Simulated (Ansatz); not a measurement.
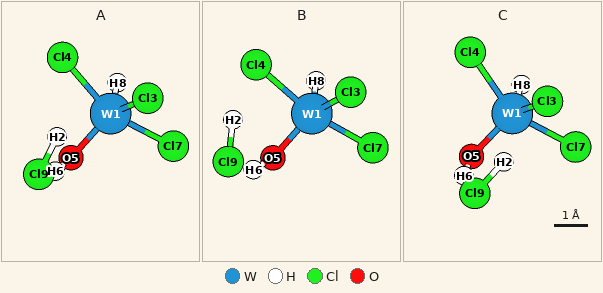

3 geometries from a converged minimum-energy path of WH₃OCl₄ (multiplicity 2), shuffled. Style: ball-and-stick. Shown at a tilt.

Level of theory: Ansatz 0.2.0, UKS PBE/def2-SVP. Set-up: 7 movable images; climbing image; force threshold 0.03 eV/Å; iteration limit 44; starting path through a guess of the saddle point.

Which of them lies highest in energy?

A. In order along the path, whose images run from 0 to 8: B (image 3, +1.06 kcal/mol), A (image 6, +3.49 kcal/mol), C (image 8, +2.39 kcal/mol). No bond forms or breaks between the ends. Bond angles that change up to the highest image, for instance: Cl4–W1–Cl7 170.5° → 157.8°, Cl3–W1–O5 137.6° → 125.6°.
